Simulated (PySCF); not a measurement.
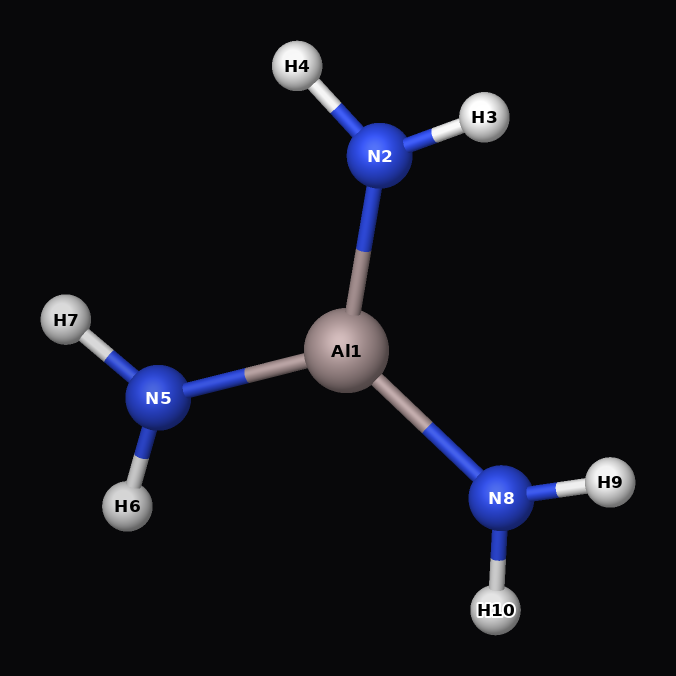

The computed structure is the end point of a PBE0-D3(BJ)/def2-SVP optimisation. No frequency run is at hand to confirm it as a minimum. Method: delta-SCF UKS SCAN, pcX-2 on the ionised atom (unc-x2c-TZVPall on a metal), pcseg-1 elsewhere, spin-free X2C (PySCF 2.14.0).

Give the core-electron binding energies (to vacuum; p and d levels without spin–orbit splitting) of Al1 1s, Al1 2p, N2 1s.

```csv
atom,level,binding energy (eV)
Al1,1s,1566.1
Al1,2p,79.7
N2,1s,403.9
```
